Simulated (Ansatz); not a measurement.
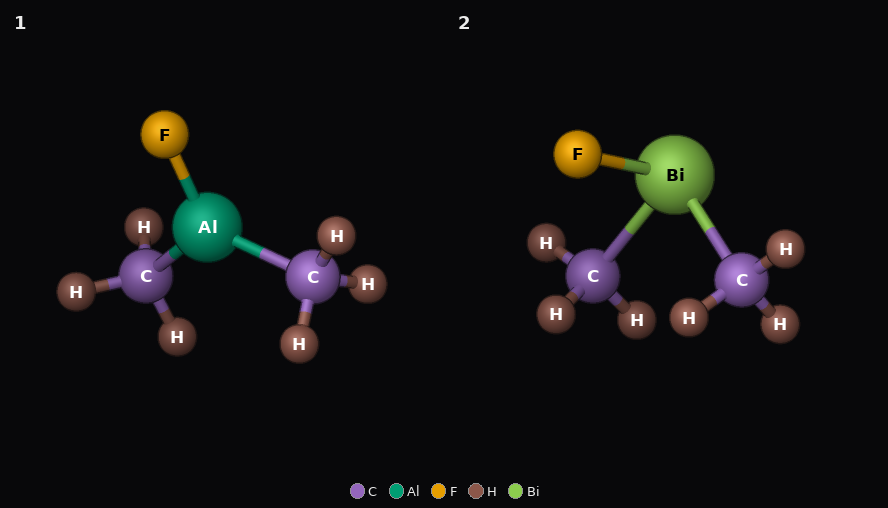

2 molecules with one skeleton, seen from the same side and at one scale. Each species is neutral and a spin singlet. Computed geometries: PBE0-D4/def2-TZVP optimisations, one conformation each. Properties computed with Ansatz 0.2.0. Elements past Kr carry core potentials.

One atom differs, called X below: Al in panel 1, Bi in panel 2. Their formulas are C2H6AlF (`[CH3][Al]([CH3])[F]`), C2H6BiF (`[CH3][Bi]([CH3])[F]`).

Question: In which is the length of X–F larger (PBE0-D4/def2-TZVP)?

Answer: In panel 2 (X = Bi).

Question: In which is the HOMO energy (Kohn–Sham orbital) higher (CAM-B3LYP-D4/def2-TZVPP)?

Answer: In panel 2 (X = Bi).

Give the values. With PBE0-D4/def2-TZVP: mean length of X–C (Å), length of X–F (Å), angle C–X–C (°). With CAM-B3LYP-D4/def2-TZVPP: HOMO energy (Kohn–Sham orbital) (eV), HOMO–LUMO gap (eV).

| quantity | 1 (Al) | 2 (Bi) | 2 − 1 |
| --- | --- | --- | --- |
| mean length of X–C (Å) | 1.942 | 2.238 | +0.296 |
| length of X–F (Å) | 1.659 | 2.033 | +0.374 |
| angle C–X–C (°) | 126.3 | 92.4 | −33.9 |
| HOMO energy (Kohn–Sham orbital) (eV) | −9.31 | −8.40 | +0.91 |
| HOMO–LUMO gap (eV) | 9.91 | 8.26 | −1.65 |
